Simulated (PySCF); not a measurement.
Consider SiO.

```xyz
2

Si    0.0000    0.0000   -0.5496
O     0.0000    0.0000    0.9614
```

Level of theory: PBE0/def2-TZVPPD, non-relativistic Hamiltonian with scalar-relativistic core potentials where named, at a bond length of 1.511 Å (PySCF).

> What can the converged electron density and electron localisation function tell about the bonding?

Si–O (1.51 Å): the density is about 1.6 e/Å³ at the midpoint; the ELF peaks at about 0.85 between the atoms: a polar covalent bond.

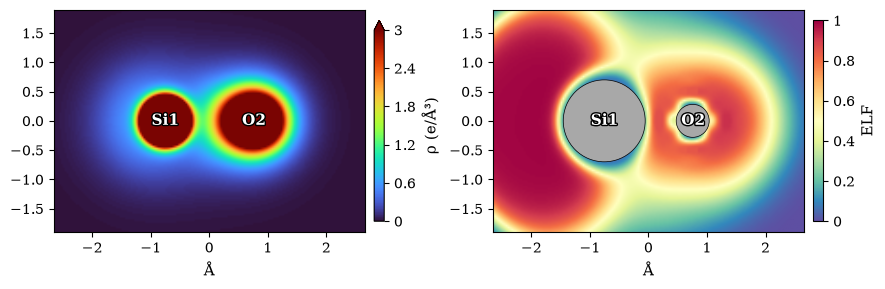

Computed electron density and electron localisation function on a plane that holds the molecular axis, in this order. Grey discs cover the atomic cores in the ELF map. 
